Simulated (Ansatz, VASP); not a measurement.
# NaOs in two plane-wave programs, part 2 of 2

One calculation is typed for both programs; each brings its own data sets and cutoff. How far apart do they land? The cell is invented: As first built, before any earlier steps moved the atoms: it takes the NaPt structure with some of its atoms replaced by other elements, volume scaled by an estimate. It may not be a known or stable phase. The cell comes out of the VASP series on this material, whose earlier steps may have relaxed, scaled or displaced it; both programs get it as it stands.

VASP 6.6.1 and Ansatz 0.2.0.

So far. Step 2 (VASP: band structure, PBE, spin-orbit coupling): The run ends at a pressure of 0.30 GPa, with forces up to 0.0093 eV/Å.

## 3. Ansatz: band structure, PBE, spin-orbit coupling

Level of this step: Ansatz beside VASP: Kohn-Sham DFT, plane waves, PBE, spin-orbit coupling (Ansatz).

Ansatz runs on its fully relativistic PAW (standard-fr) files.

The same cell, functional, mesh and smearing now go to Ansatz, which takes its cutoff from its data sets.

input.yaml reads:

```yaml
crystal:
  lattice:
    - [5.238808362, 0.0, 0.0]
    - [0.0, 1.3483927934, 2.3330862073]
    - [0.0, -1.3483927934, 2.3330862073]
  atoms:
    - { symbol: Os, position: [0.5, 0.3311245757, 0.3311245757] }
    - { symbol: Na, position: [0.0, 0.6685079653, 0.6685079653] }
hamiltonian:
  xc: pbe
  pseudopotentials: { kind: paw_fr }
magnetization:
  noncollinear: true
  spin_orbit: true
kpoints:
  mp_grid: { grid: [4, 9, 9] }
  band_path:
    path:
      - [0.0, 0.0, 0.0]
      - [0.0, 0.1334, -0.1334]
      - [0.0, 0.28904, -0.28904]
      - [0.0, 0.2668, -0.3668]
      - [0.0, 0.11117, -0.4445]
      - [0.0, 0.0, -0.5]
      - [-0.23333, 0.0, -0.5]
      - [-0.46667, 0.0, -0.5]
      - [-0.5, 0.08893, -0.4556]
      - [-0.5, 0.24457, -0.3779]
      - [-0.5, 0.31127, -0.31127]
      - [-0.5, 0.15564, -0.15564]
      - [-0.5, 0.0, 0.0]
      - [-0.33333, 0.0, 0.0]
      - [-0.1, 0.0, 0.0]
      - [0.0, -0.06667, -0.06667]
      - [0.0, -0.3, -0.3]
      - [0.0, -0.5, -0.5]
      - [0.0, -0.4334, -0.5666]
      - [0.0, -0.3557, -0.6443]
      - [-0.1, -0.3335, -0.6665]
      - [-0.33333, -0.3335, -0.6665]
      - [-0.5, -0.3335, -0.6665]
      - [-0.5, -0.4112, -0.5888]
      - [-0.5, -0.4889, -0.5111]
      - [-0.36667, -0.5, -0.5]
      - [-0.13333, -0.5, -0.5]
      - [-0.5, -0.03333, -0.03333]
      - [-0.5, -0.26667, -0.26667]
      - [-0.5, -0.5, -0.5]
    npoints: 1
scf:
  occupations: { method: methfessel_paxton, width: 0.2 }
  n_extra_bands: 14
output:
  forces: true
  stress: true
  eigenvalues: true
  write_density: true
  write_potential: true
  elf: true
  volumetric_format: npy
```

Command:

```console
$ ansatz run input.yaml --threads 2 --pin off --max-ram 4608MiB --backend cpu --events-out ev --progress --plain --runs-dir out
```

Numbers of over 12 decimals in the logs are rounded to 6 here.

What it wrote:

```text
scf.n_extra_bands = 14 over 25 filled bands (N_el = 25.0): the run solves 39 bands
Engine: ansatz 0.2.0, aarch64-unknown-linux-gnu
Pseudopotentials: kind: paw_fr
Pseudopotential: Os, paw_fr, valence charge 16, recommended cutoff 420 eV (normal), Os.paw.azcp#standard-fr
Pseudopotential: Na, paw_fr, valence charge 9, recommended cutoff 420 eV (normal), Na.paw.azcp#standard-fr
Functional definition: PBE
  parameter kappa = 0.804
  parameter beta = 0.066725
  exchange = pbe_x(kappa = kappa, mu = beta*pi^2/3)
  correlation = pbe_c(beta = beta)
non-collinear run that drives no moment, with spin-orbit: no starting moment large enough to seed its density (crystal.atoms[].spin), no starting occupations that ask for one, no magnetisation constraint and no magnetic field, so the semilocal B_xc is pinned to zero
Crystal: 2 atoms, lattice volume = 32.962 Å³
Basis set: ecut = 420 eV, 659 PW (Γ), exchange–correlation on 72×40×40 points (8 copies of the dense FFT grid, shifted against one another)
Bands: 39, of which v1, the nominal top of the filled ones, is band 25 counted from 1 (24 counted from 0)
Symmetry: 4 space group operations + 4 with time reversal
Magnetic group: BNS 38.188 (UNI 286), of the structure as read, at distance tolerance 3.2e-5 Å
k-points: 75 of 324 (time reversal used)
Projection manifold: j_resolved (fully-relativistic pseudo-atomic orbitals)
Non-local potential: Os, projectors of the file, l = 0: 3, l = 1: 4, l = 2: 4, l = 3: 2
Non-local potential: Na, projectors of the file, l = 0: 3, l = 1: 4, l = 2: 2
PAW form: soft (Blöchl's): semilocal exchange-correlation on the pseudo side does not see the compensation charge
PAW one-centre angular grid: Os, 590 points (default); XC on 64 Gauss nodes
PAW one-centre angular grid: Na, 110 points (default); XC on 185 of its mesh's 2595 points in the sphere
Initial density: superposition of atomic densities (chi_scale 0.1, normalization cell, long waves kept (reshape's long-wave potential 0.02 eV rms))
Initial wavefunctions: pseudopotential atomic-orbital guess
Functional: x = pbe(κ = 0.804, μ = 0.219515), c = pbe(β = 0.066725)
SCF iter   1: F=—  HF=-12901.071387 eV  |F-HF|=—  |Δ(HF+E_count)|=         —  Δρ=1.25e-1  dr2=1.17e1  dr2_m=0.00e0 (ungated)  ethr=3.10e-3  |M|=0.00e0 ∫|m|=0.00e0 μB  |m|>n=0.0e0 m-floor=0.0e0 τ_xc=0.0e0  β_m=0.30  ⟨swp⟩=7.2  Hψ=14257  notcnv=0  defer=91
preconditioner: auto → none  [metal: Δε(μ)=0.016 eV  Ē_g=9.754 eV  σ=0.200 eV  W_gap=0.07  n_scr=4 (ndim 8)  ℏωp=19.4 eV  f_vac=0.000  D(μ)=1.35/eV (n_scr^D=10)  sad-step TF]
SCF iter   2: F=—  HF=-12899.672503 eV  |F-HF|=—  |Δ(HF+E_count)|=    1.40e0  S|Δr|=    0.00e0  Δρ=7.16e-2  dr2=4.29e0  dr2_m=0.00e0 (ungated)  ethr=3.10e-3  |M|=0.00e0 ∫|m|=0.00e0 μB  |m|>n=0.0e0 m-floor=0.0e0 τ_xc=0.0e0  β_m=0.50  ⟨swp⟩=2.7  Hψ=5300  notcnv=0  defer=447
SCF iter   3: F=—  HF=-12898.880438 eV  |F-HF|=—  |Δ(HF+E_count)|=   7.92e-1  S|Δr|=    0.00e0  Δρ=1.59e-2  dr2=5.77e-2  dr2_m=0.00e0 (ungated)  ethr=3.10e-3  |M|=0.00e0 ∫|m|=0.00e0 μB  |m|>n=0.0e0 m-floor=0.0e0 τ_xc=0.0e0  β_m=0.55  ⟨swp⟩=3.2  Hψ=4954  notcnv=0  defer=429
SCF iter   4: F=—  HF=-12898.874071 eV  |F-HF|=—  |Δ(HF+E_count)|=   6.37e-3  S|Δr|=    0.00e0  Δρ=4.62e-3  dr2=7.51e-3  dr2_m=0.00e0 (ungated)  ethr=2.31e-4  |M|=0.00e0 ∫|m|=0.00e0 μB  |m|>n=0.0e0 m-floor=0.0e0 τ_xc=0.0e0  β_m=0.61  ⟨swp⟩=2.5  Hψ=5138  notcnv=0  defer=423
SCF iter   5: F=—  HF=-12898.874540 eV  |F-HF|=—  |Δ(HF+E_count)|=   4.69e-4  S|Δr|=    0.00e0  Δρ=1.20e-3  dr2=4.00e-4  dr2_m=0.00e0 (ungated)  ethr=3.00e-5  |M|=0.00e0 ∫|m|=0.00e0 μB  |m|>n=0.0e0 m-floor=0.0e0 τ_xc=0.0e0  β_m=0.72  ⟨swp⟩=1.8  Hψ=2828  notcnv=0  defer=423
SCF iter   6: F=—  HF=-12898.874709 eV  |F-HF|=—  |Δ(HF+E_count)|=   1.69e-4  S|Δr|=    0.00e0  Δρ=1.87e-4  dr2=2.45e-5  dr2_m=0.00e0 (ungated)  ethr=1.60e-6  |M|=0.00e0 ∫|m|=0.00e0 μB  |m|>n=0.0e0 m-floor=0.0e0 τ_xc=0.0e0  β_m=0.77  ⟨swp⟩=2.6  Hψ=3724  notcnv=0  defer=423
SCF iter   7: F=—  HF=-12898.874707 eV  |F-HF|=—  |Δ(HF+E_count)|=   2.63e-6  S|Δr|=    0.00e0  Δρ=4.71e-5  dr2=3.52e-7  dr2_m=0.00e0 (ungated)  ethr=9.82e-8  |M|=0.00e0 ∫|m|=0.00e0 μB  |m|>n=0.0e0 m-floor=0.0e0 τ_xc=0.0e0  β_m=0.67  ⟨swp⟩=1.9  Hψ=2883  notcnv=0  defer=423
SCF iter   8: F=-12898.874706 eV  HF=-12898.874706 eV  |F-HF|=6.73e-9  |Δ(HF+E_count)|=   1.65e-7  S|Δr|=    0.00e0  Δρ=9.36e-6  dr2=1.39e-8  dr2_m=0.00e0 (ungated)  ethr=4.00e-10  |M|=0.00e0 ∫|m|=0.00e0 μB  |m|>n=0.0e0 m-floor=0.0e0 τ_xc=0.0e0  ⟨swp⟩=14.0  Hψ=20478  notcnv=0
SCF 1 converged in 8 iterations: F = -12898.874706 eV  dr2 = 1.39e-8
  greatest PAW one-centre occupation: 1.000 electrons in one spin orbital (limit 2), on the Os atom at site 0 (counted from 0), in its partial waves of l = 0
NSCF: frozen V_eff on 30 k-points
SCF converged after 8 iterations
Stability not checked: this state was not tested for a lower state beside it, because cold or Methfessel-Paxton smearing, or corrected tetrahedra, fill the levels in a way that the test cannot read (fill_not_monotonic; see scf.lower_state_search)
Magnetization: |M| = 0.0000 μB,  M = (+0.0000, +0.0000, +0.0000) μB
Absolute magnetization: 0.0000 μB (∫|m|)
  site 0: m = (+0.0000, +0.0000, +0.0000) μB, |m| = 0.0000 μB  (R = 1.11 Å)
  site 1: m = (+0.0000, +0.0000, +0.0000) μB, |m| = 0.0000 μB  (R = 1.11 Å)
Free energy (F): -12898.874706 eV
Harris-Foulkes:  -12898.874706 eV  (|F-HF|=6.73e-9)
Internal energy: -12898.874076 eV  (E = F + TS)
E sigma→0 (E₀):  -12898.874549 eV
Entropy (-TS):   -0.000631 eV (-0.315 meV/atom)
Fermi energy:    13.788289 eV
Step filling:    the computed levels leave a gap of 0.0033 eV = 0.0 smearing widths at the electron count; against every level under it full and every level over it empty, smearing changes F+E_penalty+E_count by -5.686 meV and its σ→0 estimate by -5.528 meV
--- Per-component energies (eV) ---
  E_band       = -381.991281
  E_kinetic    = 681.286846
  E_local      = -2405.846076  (includes V_loc(G=0)·N_el)
  E_nonlocal   = 105.920051
  E_hartree    = 907.418087
  E_xc         = -304.855677
  E_vxc        = -333.119682  (∫ρ·V_xc dr)
  E_paw        = -9297.610831  (= ΣΔE_a)
  E_vpaw       = -245.067121  (= ΣTr[D̂ρ^β])
  E_aug_tail   = -0.000106  (compensation charges beyond the density's cutoff)
  E_ewald      = -2585.186370
  E_smearing   = -0.000631  (= −TS)
  E_closure    = 0.000000  (closes the sum)
  Σ components = -12898.874706   (vs F -12898.874706, Δ=0.00e0)
--- Forces (eV/Å), atoms counted from 1 ---
  atom   1  Os     0.00000000     0.00000000     0.00899008
  atom   2  Na     0.00000000     0.00000000    -0.00899020
  max |Σ_I F_I| component: 1.14e-7 eV/Å
--- Stress (GPa, compression-positive) ---
        0.855435       0.000000       0.000000
        0.000000       0.555251       0.000000
        0.000000       0.000000       0.472618
  P = ⅓ Tr σ = 0.6278 GPa (6.278 kbar)
--- Band table (eV; the first three rows and the last of 75) ---
  k-point 0: bands = [... 21 lower, 11.5178, 12.4301, 12.4301, 13.1967, 13.1967, 14.7785, 14.7785, 15.3945, ... 10 higher]
  k-point 1: bands = [... 21 lower, 11.4079, 12.4867, 12.4867, 12.6344, 12.6346, 14.8983, 14.8985, 15.8181, ... 10 higher]
  k-point 2: bands = [... 21 lower, 11.1793, 11.5252, 11.5252, 13.7130, 13.7131, 14.6782, 14.6784, 16.8828, ... 10 higher]
  k-point 74: bands = [... 21 lower, 12.6990, 13.4690, 13.4974, 14.1733, 14.1996, 16.9206, 16.9242, 18.3708, ... 10 higher]
```

The job ended after 27 s (2 threads of Arm Neoverse N1, shared host; peak memory 0.49 GiB; 54 s of CPU time).

## 4. Side by side

Known differences besides the PAW data sets themselves: spin-orbit coupling enters by fully relativistic files in Ansatz and inside the spheres in VASP; the data sets hold 25 valence electrons in Ansatz (fully relativistic PAW (standard-fr) files) and 15 in VASP; the cutoff is 420 eV in Ansatz and 400 eV in VASP. Total energies have different zeros and are not compared.

The two programs side by side:

| quantity | Ansatz | VASP | difference |
| --- | --- | --- | --- |
| pressure (GPa) | 0.63 | 0.30 | +0.33 |

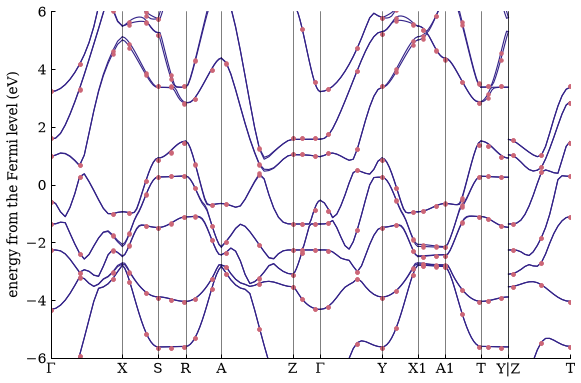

Bands from VASP (lines) and levels from Ansatz (dots). Dots without a line are higher empty bands that the VASP plot leaves out.

Levels from 3 eV below to 2 eV above the Fermi level differ by 23 meV r.m.s. and 70 meV at most; each VASP level is matched to the nearest of Ansatz, which flatters the figure a little.

## 5. What came out

| Quantity | Value |
| --- | --- |
| r.m.s. difference of levels near the Fermi level (band structure, PBE, spin-orbit coupling) | 23 meV |

What this shows: The r.m.s. difference of levels near the Fermi level is 23 meV (band structure, PBE, spin-orbit coupling), within the 80 meV picked in this series as the mark of a large difference. 4 further runs on this material are not shown. Differences of this kind measure data sets and numerical settings, not the functional's error against experiment.

[Lines on the potential files, build, host, timing and source positions are cut from VASP's logs without a mark.]

[Logs are printed without paths, hosts, clocks, repeated set-up lines and the standing remarks that a program may print on its own settings, such as how far it seeks lower states.]

[Hosts, paths, dates, database ids (printed as entryN), source tags and the programs' standing remarks are cut or masked in the printed files.]
